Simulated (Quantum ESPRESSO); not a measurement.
# CoO: magnetocrystalline anisotropy

Aim: the energy of CoO with its moments along several crystal axes.

Calculated with Quantum ESPRESSO 7.5; PBEsol; plane waves with PseudoDojo 0.4.1 SR PBEsol standard potentials, then spin–orbit coupling on the fully relativistic files of the same set.

### 1. The starting structure

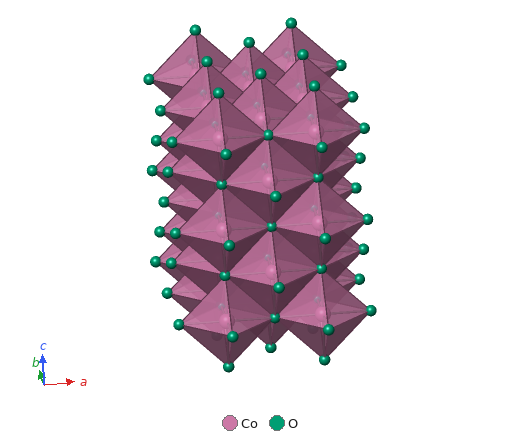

Start, viewed slightly off an axis; cobalt pink, oxygen teal. 1×2×2 cells are drawn. This picture shows the conventional cell, with its axes. Some periodic images of atoms are drawn too.

The cell comes from the Crystallography Open Database.

### 2. Collinear run on scalar-relativistic files

pw.in reads:

```
&CONTROL
  calculation = 'scf'
  prefix = 'pwscf'
  outdir = './tmp'
  pseudo_dir = './pseudo'
  disk_io = 'low'
/
&SYSTEM
  ibrav = 0
  celldm(1) = 8
  nat = 2
  ntyp = 2
  ecutwfc = 96
  nbnd = 20
  occupations = 'smearing'
  smearing = 'fd'
  degauss = 0.00367493
  nspin = 2
  starting_magnetization(1) = 0.1765
  starting_magnetization(2) = 0
/
&ELECTRONS
  conv_thr = 4d-11
  electron_maxstep = 150
  mixing_beta = 0.3
/
ATOMIC_SPECIES
Co     58.9332 Co.upf
O      15.9990 O.upf
CELL_PARAMETERS alat
   0.0000000000000    0.5034939043300    0.5034939043300
   0.5034939043300    0.0000000000000    0.5034939043300
   0.5034939043300    0.5034939043300    0.0000000000000
ATOMIC_POSITIONS crystal
Co      0.0000000000    0.0000000000    0.0000000000
O       0.5000000000    0.5000000000    0.5000000000
K_POINTS automatic
8 8 8 0 0 0
```

The run is started by

```console
> OMP_NUM_THREADS=1 mpirun -n 2 pw.x -nk 2 -in pw.in > pw.out
```

Output:

```text
Program PWSCF v.7.5 starts

     Message from routine setup:
     using ibrav=0 with symmetry is DISCOURAGED, use correct ibrav instead

     K-points division:     npool     =       2
     Subspace diagonalization in iterative solution of the eigenvalue problem:

     G-vector sticks info
     --------------------
     sticks:   dense  smooth     PW     G-vecs:    dense   smooth      PW
     Sum         847     847    253                16529    16529    2733

     Using Slab Decomposition

     bravais-lattice index     =            0
     lattice parameter (alat)  =       8.0000  a.u.
     unit-cell volume          =     130.7021 (a.u.)^3
     number of atoms/cell      =            2
     number of atomic types    =            2
     number of electrons       =        23.00
     number of Kohn-Sham states=           20
     kinetic-energy cutoff     =      96.0000  Ry
     charge density cutoff     =     384.0000  Ry
     scf convergence threshold =      4.0E-11
     mixing beta               =       0.3000
     number of iterations used =            8  plain     mixing
     Exchange-correlation= PBESOL
                           (   1   4  10   8   0   0   0)

     celldm(1)=   8.000000  celldm(2)=   0.000000  celldm(3)=   0.000000
     celldm(4)=   0.000000  celldm(5)=   0.000000  celldm(6)=   0.000000

     crystal axes: (cart. coord. in units of alat)
               a(1) = (   0.000000   0.503494   0.503494 )
               a(2) = (   0.503494   0.000000   0.503494 )
               a(3) = (   0.503494   0.503494   0.000000 )

     reciprocal axes: (cart. coord. in units 2 pi/alat)
               b(1) = ( -0.993061  0.993061  0.993061 )
               b(2) = (  0.993061 -0.993061  0.993061 )
               b(3) = (  0.993061  0.993061 -0.993061 )

     PseudoPot. # 1 for Co read from file:
     Co.upf
     Pseudo is Norm-conserving + core correction, Zval = 17.0
     Generated using ONCVPSP code by D. R. Hamann
     Using radial grid of 1388 points,  6 beta functions with:
                l(1) =   0
                l(2) =   0
                l(3) =   1
                l(4) =   1
                l(5) =   2
                l(6) =   2

     PseudoPot. # 2 for O  read from file:
     O.upf
     Pseudo is Norm-conserving + core correction, Zval =  6.0
     Generated using ONCVPSP code by D. R. Hamann
     Using radial grid of  936 points,  5 beta functions with:
                l(1) =   0
                l(2) =   0
                l(3) =   1
                l(4) =   1
                l(5) =   2

     atomic species   valence    mass     pseudopotential
     Co               17.00    58.93320     Co( 1.00)
     O                 6.00    15.99900     O ( 1.00)

     Starting magnetic structure
     atomic species   magnetization
     Co              0.176
     O               0.000

     48 Sym. Ops., with inversion, found

   Cartesian axes

     site n.     atom                  positions (alat units)
         1        Co     tau(   1) = (   0.0000000   0.0000000   0.0000000  )
         2        O      tau(   2) = (   0.5034939   0.5034939   0.5034939  )

     number of k points=    29  Fermi-Dirac smearing, width (Ry)=  0.0037
                       cart. coord. in units 2pi/alat
        k(    1) = (   0.0000000   0.0000000   0.0000000), wk =   0.0019531
        k(    2) = (   0.1241326   0.1241326  -0.1241326), wk =   0.0156250
        k(    3) = (   0.2482652   0.2482652  -0.2482652), wk =   0.0156250
        k(    4) = (   0.3723978   0.3723978  -0.3723978), wk =   0.0156250
        k(    5) = (  -0.4965303  -0.4965303   0.4965303), wk =   0.0078125
        [... 24 further k-points ...]

     Dense  grid:    16529 G-vectors     FFT dimensions: (  36,  36,  36)

     Generating pointlists ...
     new r_m :   0.2077 (alat units)  1.6615 (a.u.) for type    1
     new r_m :   0.2077 (alat units)  1.6615 (a.u.) for type    2

     Initial potential from superposition of free atoms

     starting charge      22.9997, renormalised to      23.0000
     Starting wfcs are   14 randomized atomic wfcs +    6 random wfcs

     Self-consistent Calculation

     iteration #  1     ecut=    96.00 Ry     beta= 0.30
     Davidson diagonalization with overlap
     ethr =  1.00E-02,  avg # of iterations =  5.0

     total energy              =    -338.49070703 Ry
     estimated scf accuracy    <       0.23085255 Ry

     total magnetization       =     3.00 Bohr mag/cell
     absolute magnetization    =     3.00 Bohr mag/cell

     iteration #  2     ecut=    96.00 Ry     beta= 0.30
     Davidson diagonalization with overlap
     ethr =  1.00E-03,  avg # of iterations =  1.5

     total energy              =    -338.52248473 Ry
     estimated scf accuracy    <       0.06680333 Ry

     total magnetization       =     2.67 Bohr mag/cell
     absolute magnetization    =     2.67 Bohr mag/cell

     iteration #  3     ecut=    96.00 Ry     beta= 0.30
     Davidson diagonalization with overlap
     ethr =  2.90E-04,  avg # of iterations =  1.7

     total energy              =    -338.53315588 Ry
     estimated scf accuracy    <       0.02221531 Ry

     total magnetization       =     2.92 Bohr mag/cell
     absolute magnetization    =     2.92 Bohr mag/cell

     [... further iterations left out ...]

     iteration # 12     ecut=    96.00 Ry     beta= 0.30
     Davidson diagonalization with overlap
     ethr =  1.82E-10,  avg # of iterations =  1.4

     total energy              =    -338.53791374 Ry
     estimated scf accuracy    <          5.5E-10 Ry

     total magnetization       =     2.97 Bohr mag/cell
     absolute magnetization    =     2.99 Bohr mag/cell

     iteration # 13     ecut=    96.00 Ry     beta= 0.30
     Davidson diagonalization with overlap
     ethr =  2.41E-12,  avg # of iterations =  2.0

     total energy              =    -338.53791374 Ry
     estimated scf accuracy    <          1.4E-10 Ry

     total magnetization       =     2.97 Bohr mag/cell
     absolute magnetization    =     2.99 Bohr mag/cell

     iteration # 14     ecut=    96.00 Ry     beta= 0.30
     Davidson diagonalization with overlap
     ethr =  6.26E-13,  avg # of iterations =  2.1

     total energy              =    -338.53791374 Ry
     estimated scf accuracy    <          4.5E-11 Ry

     total magnetization       =     2.97 Bohr mag/cell
     absolute magnetization    =     2.99 Bohr mag/cell

     iteration # 15     ecut=    96.00 Ry     beta= 0.30
     Davidson diagonalization with overlap
     ethr =  1.98E-13,  avg # of iterations =  1.0

     Magnetic moment per site  (integrated on atomic sphere of radius R)
     atom   1 (R=0.208)  charge= 14.6135  magn=  2.5094
     atom   2 (R=0.208)  charge=  5.7455  magn=  0.3524

     End of self-consistent calculation

     [... lines left out ...]
     the Fermi energy is    14.0193 ev

!    total energy              =    -338.53791374 Ry
     estimated scf accuracy    <          3.0E-11 Ry
     smearing contrib. (-TS)   =      -0.00240593 Ry
     internal energy E=F+TS    =    -338.53550781 Ry

     The total energy is F=E-TS. E is the sum of the following terms:
     one-electron contribution =    -153.16391729 Ry
     hartree contribution      =      91.05469932 Ry
     xc contribution           =     -63.86342813 Ry
     ewald contribution        =    -212.56286172 Ry

     total magnetization       =     2.97 Bohr mag/cell
     absolute magnetization    =     2.99 Bohr mag/cell

     convergence has been achieved in  15 iterations

=------------------------------------------------------------------------------=
   JOB DONE.
=------------------------------------------------------------------------------=
```

Run time: 12 s. Hardware: 2 MPI ranks of Intel Xeon 6975P-C (Granite Rapids), shared host; peak memory 0.18 GiB; 23 s of CPU time.

Spin moment in the atom's sphere by atom:

```csv
atom,spin moment in the atom's sphere (μB)
Co1,2.51
O2,0.35
```

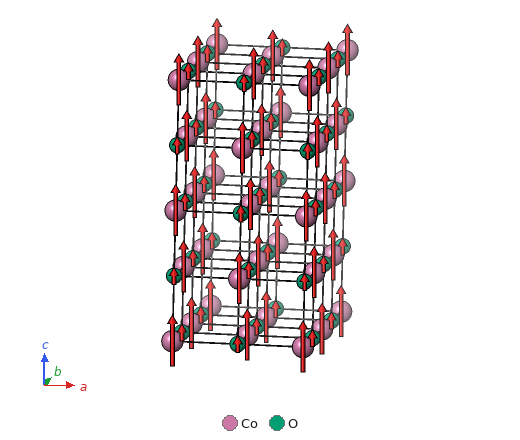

Spin moment in the atom's sphere as arrows, the longest 2.51 μB. Up and down stand for the sign. Arrows give size and sign along the axis of quantisation, drawn up and down the page. Each arrow also spans its atom, so small moments look longer than they are. 1×2×2 conventional cells are drawn. Some periodic images of atoms are drawn too.

Numbers from this step:

| Item | Value |
| --- | --- |
| smearing term TS | 0.03273 eV |
| magnetization | 2.971 μB |
| absolute magnetization | 2.99 μB |
| final state | ferromagnetic |

### 3. One pass along [001] on 10×10×10

Each pass runs in a folder of its own that holds a copy of a collinear save from that input. The collinear spin density is turned to the axis, and its potential is diagonalised once with spin–orbit coupling on fully relativistic PseudoDojo files; the sums over occupied states, with the smearing term, are then compared.

pass.in reads:

```
&CONTROL
  calculation = 'nscf'
  prefix = 'pwscf'
  outdir = './tmp'
  pseudo_dir = './pseudo_fr'
  disk_io = 'nowf'
/
&SYSTEM
  ibrav = 0
  celldm(1) = 8
  nat = 2
  ntyp = 2
  ecutwfc = 96
  nbnd = 36
  occupations = 'smearing'
  smearing = 'fd'
  degauss = 0.00367493
  noncolin = .true.
  lspinorb = .true.
  lforcet = .true.
  starting_magnetization(1) = 0.1765
  angle1(1) = 0
  angle2(1) = 0
  starting_magnetization(2) = 0
  angle1(2) = 0
  angle2(2) = 0
/
&ELECTRONS
  conv_thr = 4d-11
  electron_maxstep = 150
  mixing_beta = 0.3
  startingpot = 'file'
  startingwfc = 'random'
  diago_thr_init = 1d-09
  diago_full_acc = .true.
/
ATOMIC_SPECIES
Co     58.9332 Co.upf
O      15.9990 O.upf
CELL_PARAMETERS alat
   0.0000000000000    0.5034939043300    0.5034939043300
   0.5034939043300    0.0000000000000    0.5034939043300
   0.5034939043300    0.5034939043300    0.0000000000000
ATOMIC_POSITIONS crystal
Co      0.0000000000    0.0000000000    0.0000000000
O       0.5000000000    0.5000000000    0.5000000000
K_POINTS automatic
10 10 10 0 0 0
```

The run is started by

```console
> OMP_NUM_THREADS=1 mpirun -n 2 pw.x -nk 2 -in pass.in > pass.out
```

Output:

```text
[banner, memory and clock lines left out]
Program PWSCF v.7.5 starts

     Fixed quantization axis for GGA:     0.000000    0.000000    1.000000
     Message from routine setup:
     using ibrav=0 with symmetry is DISCOURAGED, use correct ibrav instead

     bravais-lattice index     =            0
     lattice parameter (alat)  =       8.0000  a.u.
     unit-cell volume          =     130.7021 (a.u.)^3
     number of atoms/cell      =            2
     number of atomic types    =            2
     number of electrons       =        23.00
     number of Kohn-Sham states=           36
     kinetic-energy cutoff     =      96.0000  Ry
     charge density cutoff     =     384.0000  Ry
     Exchange-correlation= PBESOL
                           (   1   4  10   8   0   0   0)
     Noncollinear calculation with spin-orbit

     [... lines left out ...]
     PseudoPot. # 1 for Co read from file:
     Co.upf
     Pseudo is Norm-conserving + core correction, Zval = 17.0

     PseudoPot. # 2 for O  read from file:
     O.upf
     Pseudo is Norm-conserving + core correction, Zval =  6.0

     atomic species   valence    mass     pseudopotential
     Co               17.00    58.93320     Co( 1.00)
     O                 6.00    15.99900     O ( 1.00)

     16 Sym. Ops., with inversion, found

   Cartesian axes

     site n.     atom                  positions (alat units)
         1        Co     tau(   1) = (   0.0000000   0.0000000   0.0000000  )
         2        O      tau(   2) = (   0.5034939   0.5034939   0.5034939  )

     number of k points=   102  Fermi-Dirac smearing, width (Ry)=  0.0037

     Number of k-points >= 100: set verbosity='high' to print them.

     Dense  grid:    16529 G-vectors     FFT dimensions: (  36,  36,  36)

     Generating pointlists ...
     new r_m :   0.2077 (alat units)  1.6615 (a.u.) for type    1
     new r_m :   0.2077 (alat units)  1.6615 (a.u.) for type    2
     Message from routine read_rhog:
     some spin components not found

 -----------
Spin angles Theta, Phi (degree) =   0.0000  0.0000
 -----------

     The potential is recalculated from file :
     [... lines left out ...]
     Starting wfcs are random

     Band Structure Calculation
     Davidson diagonalization with overlap

     ethr =  1.00E-09,  avg # of iterations = 24.1

     End of band structure calculation

     Number of k-points >= 100: set verbosity='high' to print the bands.

     the Fermi energy is    14.0424 ev
     (compare with:    14.0193 eV, computed in scf)
```

The job ended after 41 s (2 MPI ranks; peak memory 0.15 GiB; 82 s of CPU time).

### 4. One pass along [111] on 10×10×10

Changes to pass.in since step 3:

```diff
@@ -21,7 +21,7 @@
   starting_magnetization(1) = 0.1765
-  angle1(1) = 0
-  angle2(1) = 0
+  angle1(1) = 54.7356
+  angle2(1) = 45
   starting_magnetization(2) = 0
-  angle1(2) = 0
-  angle2(2) = 0
+  angle1(2) = 54.7356
+  angle2(2) = 45
 /
```

Output:

```text
     [... lines left out ...]
Program PWSCF v.7.5 starts
     [... lines left out ...]
     number of atoms/cell      =            2
     [... lines left out ...]
     number of electrons       =        23.00
     number of Kohn-Sham states=           36
     kinetic-energy cutoff     =      96.0000  Ry
     charge density cutoff     =     384.0000  Ry
     [... lines left out ...]
     Noncollinear calculation with spin-orbit
     [... lines left out ...]
     12 Sym. Ops., with inversion, found
     [... lines left out ...]
     number of k points=   116  Fermi-Dirac smearing, width (Ry)=  0.0037
     [... lines left out ...]
Spin angles Theta, Phi (degree) =  54.7356 45.0000
     [... lines left out ...]
     the Fermi energy is    14.0425 ev
     (compare with:    14.0193 eV, computed in scf)
```

Wall time 47 s (2 MPI ranks); peak memory 0.15 GiB.

### 5. One pass along [110] on 10×10×10

Changes to pass.in since step 4:

```diff
@@ -21,6 +21,6 @@
   starting_magnetization(1) = 0.1765
-  angle1(1) = 54.7356
+  angle1(1) = 90
   angle2(1) = 45
   starting_magnetization(2) = 0
-  angle1(2) = 54.7356
+  angle1(2) = 90
   angle2(2) = 45
```

Output:

```text
     [... lines left out ...]
Program PWSCF v.7.5 starts
     [... lines left out ...]
     number of atoms/cell      =            2
     [... lines left out ...]
     number of electrons       =        23.00
     number of Kohn-Sham states=           36
     kinetic-energy cutoff     =      96.0000  Ry
     charge density cutoff     =     384.0000  Ry
     [... lines left out ...]
     Noncollinear calculation with spin-orbit
     [... lines left out ...]
      8 Sym. Ops., with inversion, found
     [... lines left out ...]
     number of k points=   171  Fermi-Dirac smearing, width (Ry)=  0.0037
     [... lines left out ...]
Spin angles Theta, Phi (degree) =  90.0000 45.0000
     [... lines left out ...]
     the Fermi energy is    14.0425 ev
     (compare with:    14.0193 eV, computed in scf)
```

Run time: 69 s. Hardware: 2 MPI ranks; peak memory 0.15 GiB; 2.3 min of CPU time.

### 6. The smearing term

The sum of energies times occupations is what pw.x prints as eband (for fewer than 100 k points). With Fermi–Dirac smearing the quantity to compare holds −TS as well, computed here from the energies and weights in the run's XML file (meV a cell, from the first axis, mesh 10×10×10):

```csv
axis,plain sum,−TS,free energy
[001],0.0000,0.0000,0.0000
[111],0.0332,-0.0156,0.0176
[110],0.0252,-0.0118,0.0133
```

### 7. Side by side

A pass yields neither state nor moment: for the force theorem these columns are the collinear run's. Anisotropy, by row:

```csv
way,mesh,axis,state,energy less the first axis' (meV a primitive cell),largest spin moment (μB),CPU time (s)
force theorem,10x10x10,[001],ferromagnetic,0,2.509,82.43
force theorem,10x10x10,[111],ferromagnetic,0.01764,2.509,94.38
force theorem,10x10x10,[110],ferromagnetic,0.01331,2.509,138.2
```

### 8. What came out

```json
{"state": "ferromagnetic", "largest spin moment": "2.51 μB", "easy axis of those tried, on this mesh": "not resolved", "energy along [111] less [001] (force theorem)": "0.0176 meV a primitive cell, 0.15 MJ/m³"}
```

**Reading.** On 10×10×10, leaving out the smearing term would shift a difference by 0.016 meV, against 0.018 meV for the largest. Differences this small usually change with the mesh, so the easy axis is taken as not resolved. One mesh cannot show that the size is converged, and with itinerant moments even the sign can change with the mesh. Shape anisotropy is not included. The moments were started parallel in the primitive cell; if the crystal orders otherwise, its anisotropy is another. No Hubbard term acts here. In such compounds local and semilocal functionals without one often delocalise the d electrons, and can shrink or lose moments and miss the size, sign and order of the couplings. The smearing term is large for its width, so states at the Fermi level are partly filled: at this level the cell is a metal or has a gap of a few widths at most.

[Logs and program files are shortened in this print: banners, set-up blocks, solver, clock and traceback lines can be left out without a mark of their own.]

[Logs are printed without paths, hosts, clocks, repeated set-up lines and the standing remarks that a program may print on its own settings, such as how far it seeks lower states.]

[Hosts, paths, dates, database ids (printed as entryN), source tags and the programs' standing remarks are cut or masked in the printed files.]

[Where a cell is said to come from a database of computed structures, the database is the Materials Project.]
